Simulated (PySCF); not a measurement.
## Electronic structure of C₃H₇OSi (SMILES C[Si](C)C=O) (doublet) in real space

The calculation's input:

```
{"job": {"kind": "epr", "basis": "pcH-1"}, "charge": 0, "multiplicity": 2}
C      1.657948    -0.654913     0.151224
Si    -0.016772     0.193795    -0.084606
C     -1.541248    -0.813600     0.424312
C     -0.167443     1.906755    -0.754930
O      0.805277     2.591775    -1.087278
H      2.455130     0.020721    -0.146574
H      1.740585    -1.557751    -0.451153
H      1.823260    -0.934901     1.190199
H     -1.514151    -1.059997     1.482736
H     -1.594373    -1.749258    -0.126565
H     -2.459701    -0.265398     0.236527
H     -1.187313     2.322088    -0.859918
```

Command:

```sh
OMP_NUM_THREADS=1 python probes_run.py task.json out
```

Geometry: GFN2-xTB.

Computed with PySCF, UKS B3LYP, pcH-1 on C H O Si, non-relativistic, mean-field spin-orbit, GIAO.

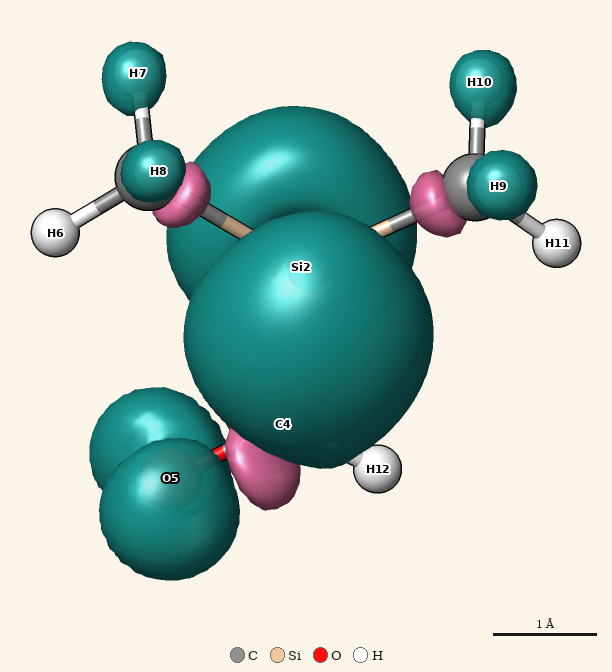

Figure 1. Isosurfaces of the spin density (α minus β) at +0.015 (teal) and −0.015 e/Å³ (pink), seen at a tilt.

Which atoms carry the spin?

Answer. The unpaired spin (1 electron) lies mostly on Si2 (about 0.6), O5 (about 0.2) and C4 (about 0.1), in electrons by Hirshfeld's partition.

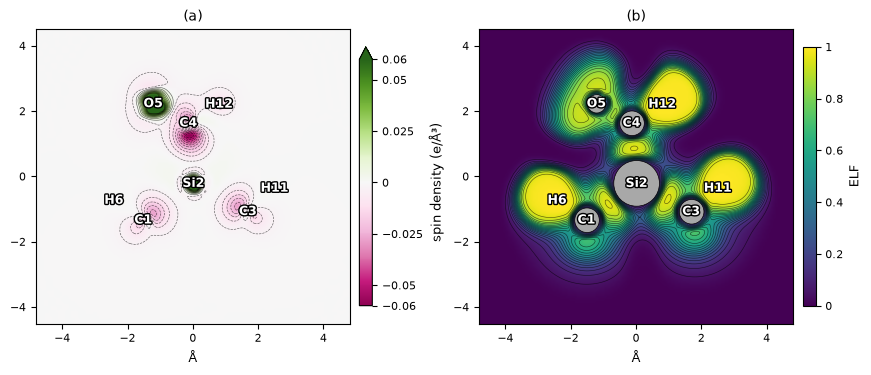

Figure 2. (a) spin density (α minus β); (b) electron localisation function on the plane of atoms Si2, C1 and H6. Grey discs cover the atomic cores in the ELF map.

What do the fields say about this system?

Answer. Atoms in the plane: C, Si, O and H. C–O (1.24 Å): the ELF peaks at about 0.85 between the atoms: a short, strongly polar bond. C–Si (1.85 Å): the ELF peaks at about 0.95 between the atoms; localised, covalent bonding. C–H (1.09 Å): the ELF climbs to about 1 towards the hydrogen, as it does in any bond to H: a covalent bond by its length. C–Si (1.89 Å): the ELF peaks at about 0.95 between the atoms; a covalent bond. The ELF also peaks beside O5, away from the bonds: non-bonding electrons, paired or unpaired.

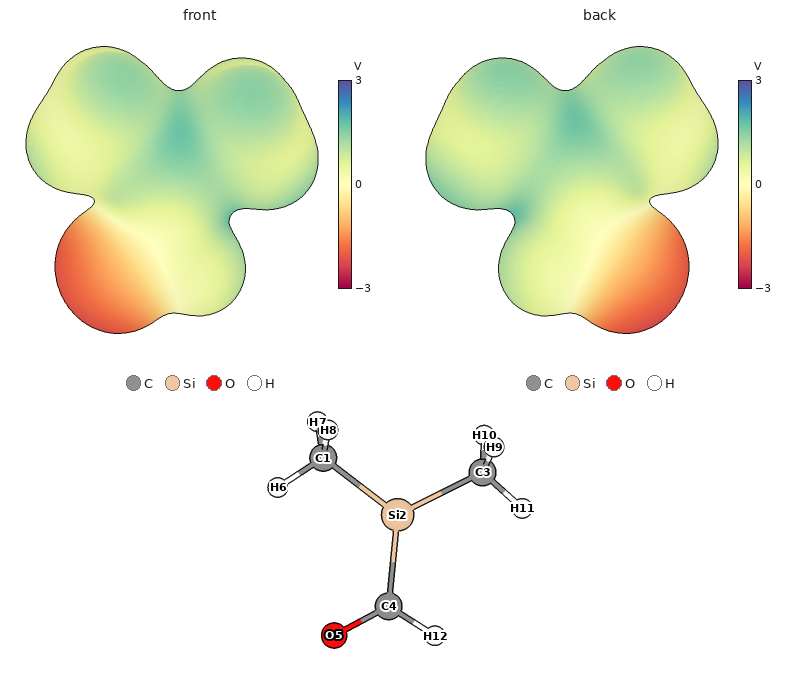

Figure 3. The electrostatic potential painted on the density surface at 0.004 e/bohr³, seen from the front and from behind; the colour scale runs from red (negative) to blue (positive). The bare structure is drawn below in the same view.

Describe the electrostatic potential map.

Answer. The most negative region (about −2.2 V) lies over O5, the most positive (about +1.7 V) over Si2. O5 is the likeliest acceptor of a hydrogen bond.
